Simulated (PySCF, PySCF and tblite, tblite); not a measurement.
# 2-ethylacrolein (C₅H₈O): a path driven as rotation about a bond, and NMR exchange, part 2 of 2

PySCF and tblite. Atoms count from 0.

## (9) Barriers, rates and exchange

The job: settings as JSON, then the geometry in Å.

```
{"job": {"smiles": "C=C(C=O)CC", "charge": 0, "mult": 1, "motion": "rotation", "what": "diene or enone", "atoms": [1, 2], "drives": [{"terms": [["t", [0, 1, 2, 3], 0.25], ["t", [0, 1, 2, 8], 0.25], ["t", [4, 1, 2, 3], 0.25], ["t", [4, 1, 2, 8], 0.25]], "by": 180, "n": 12}], "study": "path", "level": {"kind": "nmr", "xc": "BHandHLYP", "basis": "pcSseg-1"}, "fields": [90, 300, 700], "first": 4, "seed": 483, "kind": "path"}, "charge": 0, "multiplicity": 1}
C     -0.847703     1.656779    -0.121969
C     -0.636955     0.358321     0.087979
C     -1.610728    -0.626015    -0.412885
O     -1.549909    -1.816383    -0.243276
C      0.567185    -0.187115     0.797812
C      1.594484    -0.704638    -0.211018
H     -0.163996     2.408737     0.235135
H     -1.715153     2.011593    -0.654356
H     -2.449915    -0.172339    -0.978021
H      1.017450     0.587843     1.419876
H      0.251719    -1.015702     1.434590
H      1.916731     0.096936    -0.872624
H      1.161883    -1.500173    -0.812214
H      2.464228    -1.098316     0.308805
```

Output:

```text
stationary points (kcal/mol above the start)
  n  kind          group   xTB      DFT    lowest mode
  0  minimum      C1       0.00     0.00      51.4
  1  saddle       C1       4.98     9.75    -115.3
  2  minimum      C1       0.48     3.12      63.8

GFN2-xTB energies: T/K, barrier G, reaction G (kcal/mol), k forward, k back (1/s)
 150.00     4.66     0.45   5.09e+05   2.29e+06
 200.00     4.72     0.45   2.88e+07   8.82e+07
 250.00     4.80     0.44   3.31e+08   8.05e+08
 298.15     4.89     0.44   1.62e+09   3.39e+09
 350.00     5.00     0.43   5.54e+09   1.03e+10
 400.00     5.11     0.43   1.35e+10   2.31e+10
 500.00     5.36     0.42   4.71e+10    7.2e+10

BHandHLYP/pcSseg-1 + D3(BJ) energies: T/K, barrier G, reaction G (kcal/mol), k forward, k back (1/s)
 150.00     9.43     3.09     0.0573   1.82e+03
 200.00     9.49     3.09        177   4.17e+05
 250.00     9.57     3.08   2.24e+04   1.11e+07
 298.15     9.66     3.08   5.17e+05   9.34e+07
 350.00     9.77     3.07   5.82e+06   4.84e+08
 400.00     9.88     3.07   3.34e+07   1.59e+09
 500.00    10.13     3.06   3.88e+08   8.46e+09
```

Wall time 44 s (1 thread of Arm Neoverse V2, shared host); peak memory 0.72 GiB. This counts the whole study up to here.

Barriers by level (kcal/mol; entropies in cal/(mol K)). Zero-point and thermal terms come from xTB in every row. ΔG‡ leaves symmetry out; the rate counts one path; effective ΔG‡, where given, is the barrier that would give that rate by Eyring's equation alone:

| level | ΔE‡ | with zero-point | ΔH‡ | ΔS‡ | ΔG‡ (298 K) | ΔE of reaction | k at 298 K (1/s) | effective ΔG‡ |
| --- | --- | --- | --- | --- | --- | --- | --- | --- |
| GFN2-xTB | 4.98 | 4.58 | 4.24 | -2.2 | 4.89 | 0.48 | 1.6e+09 | 4.89 |
| BHandHLYP/pcSseg-1 + D3(BJ) | 9.75 | 9.35 | 9.01 | -2.2 | 9.66 | 3.12 | 5.2e+05 | 9.66 |

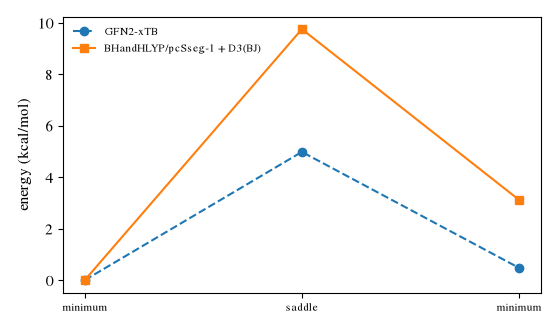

The xTB stationary points, at both levels.

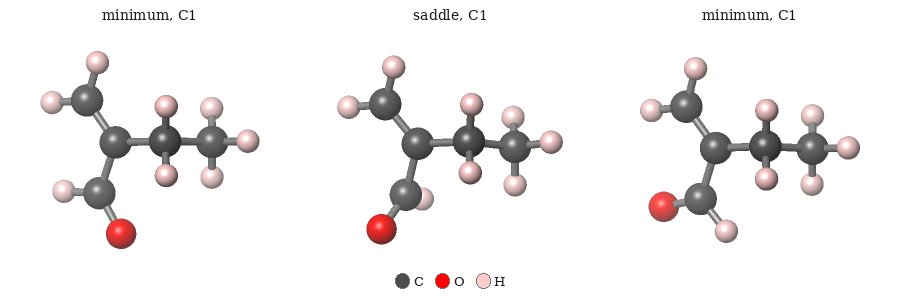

The stationary points in order.

Sites that the driver pairs across this motion, and where their lines would merge (no couplings; faster rotations or exchange between molecules can average them sooner):

| nucleus | sites: shielding (ppm) | proton frequency (MHz) | spread (Hz) | coalescence (K) | lines at 298 K |
| --- | --- | --- | --- | --- | --- |
| ¹³C | C1: 23.9; C1 (end): 32.6 | 700 | 1537 | not given | – |
| ¹³C | C0: 45.6; C0 (end): 52.8 | 700 | 1266 | not given | – |
| ¹³C | C4: 159.4; C4 (end): 155.8 | 700 | 628 | not given | – |
| ¹H | H6: 25.39; H6 (end): 26.12 | 700 | 514 | not given | – |
| ¹H | H7: 25.90; H7 (end): 25.21 | 700 | 484 | not given | – |
| ¹H | H9: 29.97; H9 (end): 29.52 | 700 | 319 | not given | – |
| ¹³C | C2: -13.0; C2 (end): -11.3 | 700 | 295 | not given | – |
| ¹H | H10: 29.11; H10 (end): 29.52 | 700 | 294 | not given | – |

A dash: the driver gave no coalescence for this row (it judged the minor form too scarce).

Rows that set an atom against itself at the end compare its shielding in the two forms.

## (10) Nudged elastic band, band settings drawn wide

The job: settings as JSON, then the geometry in Å.

```
{"job": {"images": 5, "spring": 1.0, "start": "scan", "climb": true, "fmax": 0.1, "method": "GFN2-xTB", "steps": 200, "xc": "GFN2-xTB", "basis": "xTB", "kind": "neb"}, "charge": 0, "multiplicity": 1}
C     -0.847703     1.656779    -0.121969
C     -0.636955     0.358321     0.087979
C     -1.610728    -0.626015    -0.412885
O     -1.549909    -1.816383    -0.243276
C      0.567185    -0.187115     0.797812
C      1.594484    -0.704638    -0.211018
H     -0.163996     2.408737     0.235135
H     -1.715153     2.011593    -0.654356
H     -2.449915    -0.172339    -0.978021
H      1.017450     0.587843     1.419876
H      0.251719    -1.015702     1.434590
H      1.916731     0.096936    -0.872624
H      1.161883    -1.500173    -0.812214
H      2.464228    -1.098316     0.308805
```

Output:

```text
image   E - E0 / eV
  0       0.0000
  1       0.1429
  2       0.2106
  3       0.0840
  4       0.0207
```

Run time: 0.53 s. Hardware: 1 thread of Arm Neoverse V2, shared host; peak memory 0.39 GiB.

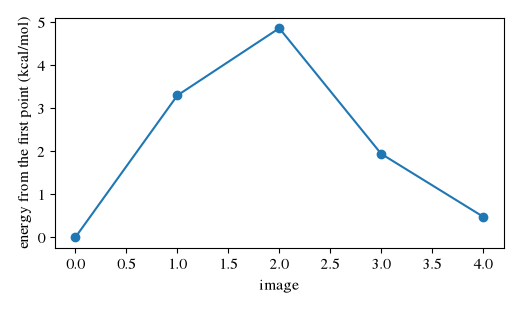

Energy along the band.

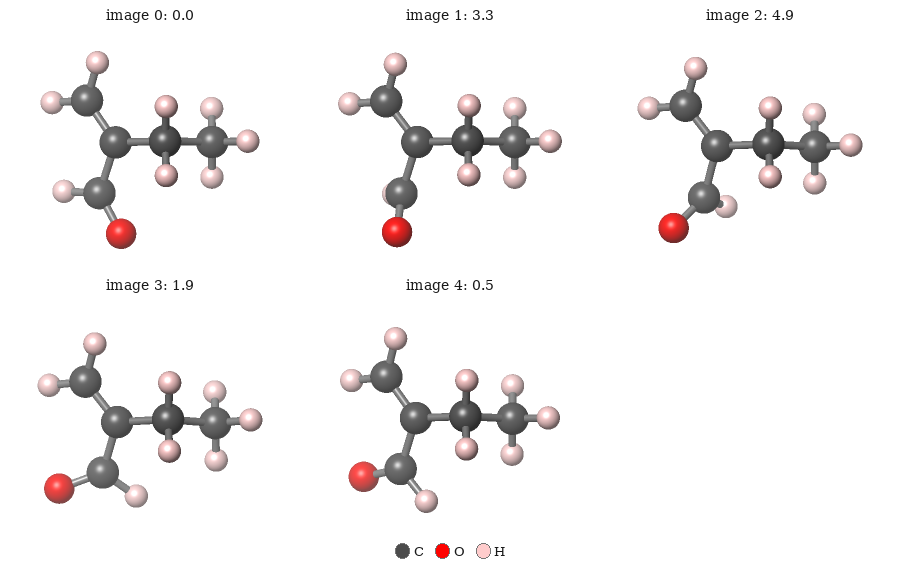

Images along the band, with energies in kcal/mol.

## (11) Shieldings, start: BP86/pcSseg-1

Changed since step 10:

```diff
@@ -1,2 +1,2 @@
-{"job": {"images": 5, "spring": 1.0, "start": "scan", "climb": true, "fmax": 0.1, "method": "GFN2-xTB", "steps": 200, "xc": "GFN2-xTB", "basis": "xTB", "kind": "neb"}, "charge": 0, "multiplicity": 1}
+{"job": {"kind": "nmr", "xc": "BP86", "basis": "pcSseg-1", "pop": false}, "charge": 0, "multiplicity": 1}
 C     -0.847703     1.656779    -0.121969
```

Output:

```text
coarse grid: 11480 points
cycle   1  E = -270.2827271574  dE =  5.998e-01  |g| = 8.860e-01  |ddm| = 3.338e+00
cycle   2  E = -269.2564981725  dE =  1.026e+00  |g| = 2.289e+00  |ddm| = 4.426e+00
cycle   3  E = -270.3991606490  dE = -1.143e+00  |g| = 4.330e-01  |ddm| = 4.034e+00
cycle   4  E = -270.4424637930  dE = -4.330e-02  |g| = 1.670e-01  |ddm| = 5.708e-01
cycle   5  E = -270.4471624616  dE = -4.699e-03  |g| = 1.016e-01  |ddm| = 2.029e-01
cycle   6  E = -270.4498035310  dE = -2.641e-03  |g| = 2.567e-02  |ddm| = 1.033e-01
cycle   7  E = -270.4499762755  dE = -1.727e-04  |g| = 6.234e-03  |ddm| = 2.715e-02
cycle   8  E = -270.4499859298  dE = -9.654e-06  |g| = 1.162e-03  |ddm| = 8.562e-03
final grid: 110224 points
cycle   9  E = -270.5157392747  dE = -3.382e-05  |g| = 1.011e-02  |ddm| = 3.566e-02
cycle  10  E = -270.5156011855  dE =  1.381e-04  |g| = 2.765e-02  |ddm| = 3.070e-02
cycle  11  E = -270.5157558796  dE = -1.547e-04  |g| = 4.110e-03  |ddm| = 2.717e-02
cycle  12  E = -270.5157600466  dE = -4.167e-06  |g| = 6.254e-04  |ddm| = 4.068e-03
cycle  13  E = -270.5157600846  dE = -3.802e-08  |g| = 3.703e-04  |ddm| = 7.642e-04
cycle  14  E = -270.5157601233  dE = -3.871e-08  |g| = 7.512e-05  |ddm| = 4.020e-04
cycle  15  E = -270.5157601249  dE = -1.594e-09  |g| = 1.797e-05  |ddm| = 9.627e-05
cycle  16  E = -270.5157601250  dE = -8.151e-11  |g| = 2.652e-06  |ddm| = 1.921e-05
converged SCF energy = -270.5157601250

GIAO shielding tensors (ppm)
atom      isotropic    diamagn.    paramagn.     s11        s22        s33       span
  0 C       43.217     254.113    -210.896    -67.211     42.871    153.990    221.201
  1 C       20.906     264.521    -243.615    -85.230      3.274    144.675    229.905
  2 C      -12.883     245.115    -257.999    -91.122    -20.454     72.926    164.048
  3 O     -335.772     401.543    -737.315   -968.274   -390.181    351.139   1319.413
  4 C      152.593     247.197     -94.603    138.617    154.570    164.592     25.975
  5 C      163.580     248.119     -84.539    147.545    161.130    182.065     34.521
  6 H       25.100      31.851      -6.751     20.800     25.130     29.369      8.569
  7 H       25.713      31.083      -5.371     22.291     26.031     28.815      6.524
  8 H       21.772      28.718      -6.946     20.356     20.887     24.073      3.717
  9 H       29.779      31.809      -2.030     25.815     28.724     34.798      8.983
 10 H       28.811      31.112      -2.301     26.202     26.823     33.408      7.207
 11 H       31.084      31.089      -0.005     27.211     29.780     36.260      9.049
 12 H       30.354      31.004      -0.650     26.036     29.908     35.118      9.082
 13 H       30.482      29.130       1.352     26.802     27.471     37.173     10.371
```

Run time: 18 s. Hardware: 1 thread of Arm Neoverse V2, shared host; peak memory 0.63 GiB.

Key values: HOMO -6.00 eV, LUMO -2.86 eV; dipole 2.77 D.

## (12) Single-point energy, saddle of leg 1: BP86/pcSseg-1

The job: settings as JSON, then the geometry in Å.

```
{"job": {"kind": "sp", "xc": "BP86", "basis": "pcSseg-1", "pop": false}, "charge": 0, "multiplicity": 1}
C     -0.963480     1.676454     0.117148
C     -0.641964     0.393670     0.132715
C     -1.529930    -0.633246    -0.478250
O     -2.438875    -1.187035     0.072171
C      0.622242    -0.148526     0.743189
C      1.556022    -0.744116    -0.311264
H     -0.322207     2.423172     0.554996
H     -1.878833     2.028570    -0.327353
H     -1.271457    -0.872990    -1.532983
H      1.133446     0.658951     1.270549
H      0.359311    -0.921493     1.470061
H      1.784107    -0.005351    -1.076536
H      1.103747    -1.610430    -0.787731
H      2.487869    -1.057631     0.153288
```

Output:

```text
coarse grid: 11480 points
cycle   1  E = -270.2616319619  dE =  6.144e-01  |g| = 8.993e-01  |ddm| = 3.338e+00
cycle   2  E = -269.2953065865  dE =  9.663e-01  |g| = 2.278e+00  |ddm| = 3.276e+00
cycle   3  E = -270.3922142235  dE = -1.097e+00  |g| = 4.069e-01  |ddm| = 2.893e+00
cycle   4  E = -270.4302878704  dE = -3.807e-02  |g| = 1.153e-01  |ddm| = 4.462e-01
cycle   5  E = -270.4330750133  dE = -2.787e-03  |g| = 3.548e-02  |ddm| = 1.121e-01
cycle   6  E = -270.4332794094  dE = -2.044e-04  |g| = 2.111e-02  |ddm| = 4.154e-02
cycle   7  E = -270.4333926060  dE = -1.132e-04  |g| = 4.897e-03  |ddm| = 1.891e-02
cycle   8  E = -270.4333987976  dE = -6.192e-06  |g| = 9.225e-04  |ddm| = 5.939e-03
final grid: 110224 points
cycle   9  E = -270.4993549461  dE = -3.020e-05  |g| = 1.012e-02  |ddm| = 2.644e-02
cycle  10  E = -270.4992239767  dE =  1.310e-04  |g| = 2.764e-02  |ddm| = 2.664e-02
cycle  11  E = -270.4993730767  dE = -1.491e-04  |g| = 3.278e-03  |ddm| = 2.088e-02
cycle  12  E = -270.4993754528  dE = -2.376e-06  |g| = 4.144e-04  |ddm| = 2.372e-03
cycle  13  E = -270.4993755026  dE = -4.983e-08  |g| = 3.046e-04  |ddm| = 6.892e-04
cycle  14  E = -270.4993755004  dE =  2.269e-09  |g| = 5.226e-05  |ddm| = 2.799e-04
cycle  15  E = -270.4993755010  dE = -6.482e-10  |g| = 1.548e-05  |ddm| = 6.174e-05
converged SCF energy = -270.4993755010
```

Run time: 12 s. Hardware: 1 thread of Arm Neoverse V2, shared host; peak memory 0.46 GiB.

In short: HOMO -5.95 eV, LUMO -2.18 eV; dipole 2.66 D.

## (13) Shieldings, end: BP86/pcSseg-1

The job: settings as JSON, then the geometry in Å.

```
{"job": {"kind": "nmr", "xc": "BP86", "basis": "pcSseg-1", "pop": false}, "charge": 0, "multiplicity": 1}
C     -0.957145     1.613076     0.162427
C     -0.640880     0.318744     0.185570
C     -1.594561    -0.666560    -0.356729
O     -2.647153    -0.406405    -0.880509
C      0.659605    -0.213675     0.713061
C      1.591877    -0.599430    -0.437100
H     -0.301609     2.375457     0.548377
H     -1.900353     1.932723    -0.249279
H     -1.267465    -1.719188    -0.237843
H      1.141946     0.543033     1.333504
H      0.468545    -1.093319     1.332797
H      1.812660     0.270794    -1.050995
H      1.131709    -1.355249    -1.069574
H      2.526530    -0.996546    -0.048585
```

Output:

```text
coarse grid: 11480 points
cycle   1  E = -270.2771539142  dE =  6.012e-01  |g| = 8.918e-01  |ddm| = 3.336e+00
cycle   2  E = -269.3084032449  dE =  9.688e-01  |g| = 2.248e+00  |ddm| = 4.302e+00
cycle   3  E = -270.4024794799  dE = -1.094e+00  |g| = 4.132e-01  |ddm| = 3.857e+00
cycle   4  E = -270.4416443124  dE = -3.916e-02  |g| = 1.288e-01  |ddm| = 5.151e-01
cycle   5  E = -270.4447984111  dE = -3.154e-03  |g| = 5.936e-02  |ddm| = 1.602e-01
cycle   6  E = -270.4456029746  dE = -8.046e-04  |g| = 2.797e-02  |ddm| = 7.740e-02
cycle   7  E = -270.4458150539  dE = -2.121e-04  |g| = 5.753e-03  |ddm| = 2.357e-02
cycle   8  E = -270.4458230249  dE = -7.971e-06  |g| = 1.030e-03  |ddm| = 7.868e-03
final grid: 110224 points
cycle   9  E = -270.5110706937  dE = -3.264e-05  |g| = 1.033e-02  |ddm| = 3.146e-02
cycle  10  E = -270.5109203494  dE =  1.503e-04  |g| = 2.868e-02  |ddm| = 3.266e-02
cycle  11  E = -270.5110897165  dE = -1.694e-04  |g| = 3.687e-03  |ddm| = 2.781e-02
cycle  12  E = -270.5110927751  dE = -3.059e-06  |g| = 4.411e-04  |ddm| = 3.141e-03
cycle  13  E = -270.5110928259  dE = -5.080e-08  |g| = 1.381e-04  |ddm| = 8.171e-04
cycle  14  E = -270.5110928302  dE = -4.333e-09  |g| = 4.740e-05  |ddm| = 1.607e-04
cycle  15  E = -270.5110928306  dE = -3.503e-10  |g| = 2.721e-05  |ddm| = 5.891e-05
converged SCF energy = -270.5110928306

GIAO shielding tensors (ppm)
atom      isotropic    diamagn.    paramagn.     s11        s22        s33       span
  0 C       53.537     252.606    -199.070    -46.357     43.952    163.015    209.371
  1 C       28.330     263.957    -235.627    -83.252     23.858    144.386    227.638
  2 C      -11.168     246.898    -258.066    -93.008    -19.926     79.431    172.439
  3 O     -334.933     397.612    -732.544   -962.994   -407.407    365.603   1328.596
  4 C      148.807     247.505     -98.698    138.875    142.516    165.029     26.154
  5 C      163.130     247.982     -84.851    148.443    159.753    181.196     32.753
  6 H       26.134      31.708      -5.575     23.157     25.731     29.512      6.355
  7 H       25.180      31.029      -5.849     23.225     24.081     28.233      5.008
  8 H       21.678      29.565      -7.887     19.814     21.096     24.125      4.311
  9 H       29.269      31.585      -2.316     25.679     28.386     33.742      8.063
 10 H       29.120      30.780      -1.659     25.805     27.310     34.246      8.440
 11 H       30.843      30.766       0.077     27.130     29.321     36.079      8.949
 12 H       30.496      30.671      -0.175     26.622     29.130     35.735      9.113
 13 H       30.337      28.930       1.408     26.547     27.485     36.981     10.434
```

Wall time 17 s (1 thread of Arm Neoverse V2, shared host); peak memory 0.62 GiB.

This run: HOMO -5.95 eV, LUMO -2.92 eV; dipole 2.97 D.

## (14) Second level: BP86/pcSseg-1 + D3(BJ)

The job: settings as JSON, then the geometry in Å.

```
{"job": {"smiles": "C=C(C=O)CC", "charge": 0, "mult": 1, "motion": "rotation", "what": "diene or enone", "atoms": [1, 2], "drives": [{"terms": [["t", [0, 1, 2, 3], 0.25], ["t", [0, 1, 2, 8], 0.25], ["t", [4, 1, 2, 3], 0.25], ["t", [4, 1, 2, 8], 0.25]], "by": 180, "n": 12}], "study": "path", "level": {"kind": "nmr", "xc": "BP86", "basis": "pcSseg-1", "wide": true}, "fields": [90, 300, 700], "first": 4, "seed": 483, "kind": "pathvar"}, "charge": 0, "multiplicity": 1}
C     -0.847703     1.656779    -0.121969
C     -0.636955     0.358321     0.087979
C     -1.610728    -0.626015    -0.412885
O     -1.549909    -1.816383    -0.243276
C      0.567185    -0.187115     0.797812
C      1.594484    -0.704638    -0.211018
H     -0.163996     2.408737     0.235135
H     -1.715153     2.011593    -0.654356
H     -2.449915    -0.172339    -0.978021
H      1.017450     0.587843     1.419876
H      0.251719    -1.015702     1.434590
H      1.916731     0.096936    -0.872624
H      1.161883    -1.500173    -0.812214
H      2.464228    -1.098316     0.308805
```

Output:

```text
stationary points (kcal/mol above the start)
  n  kind          group   xTB      DFT    lowest mode
  0  minimum      C1       0.00     0.00      51.4
  1  saddle       C1       4.98    10.36    -115.3
  2  minimum      C1       0.48     3.02      63.8

GFN2-xTB energies: T/K, barrier G, reaction G (kcal/mol), k forward, k back (1/s)
 150.00     4.66     0.45   5.09e+05   2.29e+06
 200.00     4.72     0.45   2.88e+07   8.82e+07
 250.00     4.80     0.44   3.31e+08   8.05e+08
 298.15     4.89     0.44   1.62e+09   3.39e+09
 350.00     5.00     0.43   5.54e+09   1.03e+10
 400.00     5.11     0.43   1.35e+10   2.31e+10
 500.00     5.36     0.42   4.71e+10    7.2e+10

BHandHLYP/pcSseg-1 + D3(BJ) energies: T/K, barrier G, reaction G (kcal/mol), k forward, k back (1/s)
 150.00     9.43     3.09     0.0573   1.82e+03
 200.00     9.49     3.09        177   4.17e+05
 250.00     9.57     3.08   2.24e+04   1.11e+07
 298.15     9.66     3.08   5.17e+05   9.34e+07
 350.00     9.77     3.07   5.82e+06   4.84e+08
 400.00     9.88     3.07   3.34e+07   1.59e+09
 500.00    10.13     3.06   3.88e+08   8.46e+09

BP86/pcSseg-1 + D3(BJ) energies: T/K, barrier G, reaction G (kcal/mol), k forward, k back (1/s)
 150.00    10.04     2.99    0.00738        168
 200.00    10.10     2.99         38   6.98e+04
 250.00    10.18     2.98   6.54e+03   2.66e+06
 298.15    10.27     2.98   1.84e+05   2.82e+07
 350.00    10.38     2.98   2.42e+06   1.74e+08
 400.00    10.49     2.97   1.55e+07    6.5e+08
 500.00    10.74     2.96    2.1e+08   4.14e+09
```

Run time: 92 s. Hardware: 1 thread of Arm Neoverse V2, shared host; peak memory 0.72 GiB. This counts the runs that the step sums up.

Barriers by level (kcal/mol; entropies in cal/(mol K)). Zero-point and thermal terms come from xTB in every row. ΔG‡ leaves symmetry out; the rate counts one path; effective ΔG‡, where given, is the barrier that would give that rate by Eyring's equation alone:

| level | ΔE‡ | with zero-point | ΔH‡ | ΔS‡ | ΔG‡ (298 K) | ΔE of reaction | k at 298 K (1/s) | effective ΔG‡ |
| --- | --- | --- | --- | --- | --- | --- | --- | --- |
| GFN2-xTB | 4.98 | 4.58 | 4.24 | -2.2 | 4.89 | 0.48 | 1.6e+09 | 4.89 |
| BHandHLYP/pcSseg-1 + D3(BJ) | 9.75 | 9.35 | 9.01 | -2.2 | 9.66 | 3.12 | 5.2e+05 | 9.66 |
| BP86/pcSseg-1 + D3(BJ) | 10.36 | 9.96 | 9.62 | -2.2 | 10.27 | 3.02 | 1.8e+05 | 10.27 |

## (15) Outcome

The summary covers parts 1 to 2.

| quantity | value |
| --- | --- |
| barrier (BHandHLYP/pcSseg-1 + D3(BJ)) | ΔE‡ 9.8, ΔG‡(298 K) 9.7 kcal/mol |
| barrier (GFN2-xTB) | ΔE‡ 5.0 kcal/mol |
| rate at 298 K | 5.2e+05 s⁻¹ |
| end of the path | 3.1 kcal/mol from the start |

**Reading.** The barrier is 9.8 kcal/mol at the DFT level (xTB: 5.0); with thermal terms and the count of paths the DFT value gives a rate of 5.2e+05 s⁻¹ at 298 K. An error of 1.4 kcal/mol changes that rate tenfold. BP86/pcSseg-1 + D3(BJ) moves the barrier from 9.8 to 10.4 kcal/mol.
